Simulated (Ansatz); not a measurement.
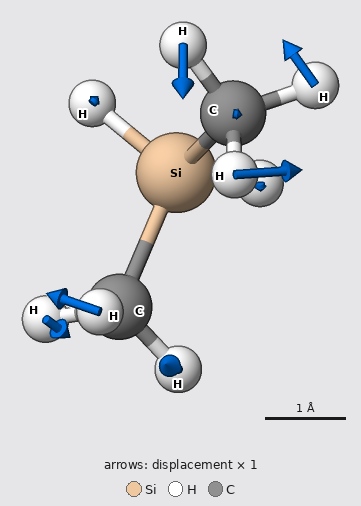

A relaxation of C2H8Si. The starting structure is drawn; blue arrows show the displacements, at their true length. The two geometries are superimposed by the best rigid fit.

Style: ball-and-stick. Shown from a free direction.

The run prepares the start of a later molecular dynamics calculation, from a guessed geometry.

Computed with RKS PBE-D4/6-31G* (Ansatz). Settings: no spin polarisation; force threshold 0.02 eV/Å; at most 40 steps.

Which element moves most?

Hydrogen: up to 0.95 Å, against 0.14 Å for carbon.

What happened in the run?

The largest move after the best rigid fit is that of an H atom, 0.95 Å. By element the largest moves are H 0.95 Å, C 0.14 Å, Si 0.03 Å. Near-neighbour distances that change, for instance: H–Si 1.460 → 1.506 Å, C–Si 1.869 → 1.894 Å, C–H 1.110 → 1.104 Å. Among the angles between lasting bonds that change: H–Si–H 109.5° → 107.0°, C–Si–C 109.5° → 111.7°. Groups turn about C–Si by about 50°, C–Si by about 35°. Over 9 accepted moves (11 points after the start) the energy falls by 4.71 kcal/mol. The largest force component goes from 0.86 to 0.011 eV/Å. The line search rejected the trial steps at points 4, 9 of the run.
